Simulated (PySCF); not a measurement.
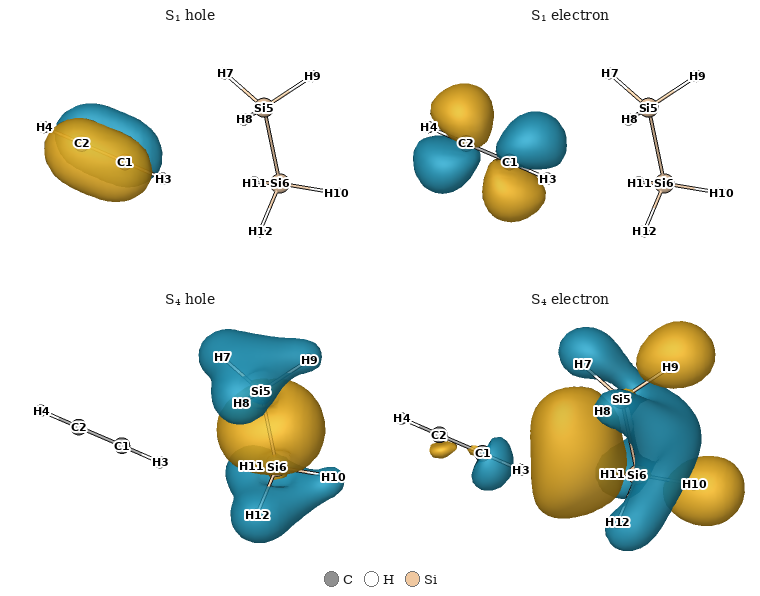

*C2H8Si2, SMILES `C#C.[SiH3][SiH3]`. Leading natural transition orbitals (TDA singlet states).*

Method: ωB97X/def2-SVP; geometry: GFN2-xTB; program: PySCF. The pair's geometry is semi-empirical, so its contact may be too short or too long. Without diffuse functions Rydberg states are missing, so the states' numbers hold for this basis only.

**Describe these excited states.**

By state:
- S₁: 6.91 eV (180 nm), f = 0.000 (dark); the leading pair carries 61 %; hole on C1 and C2 (47 % each), electron on C2 (42 %), C1 (40 %) and H3 and H4 (7 % each) (shares are of the whole state, not of the leading pair alone); their centroids lie 0.1 Å apart.
- S₄: 7.64 eV (162 nm), f = 0.045; the leading pair carries 94 %; hole on Si5 and Si6 (36 % each) and H8, H11 and H12 (6 % each), electron on Si6 (30 %), Si5 (28 %) and H10 (8 %); their centroids lie 0.2 Å apart.
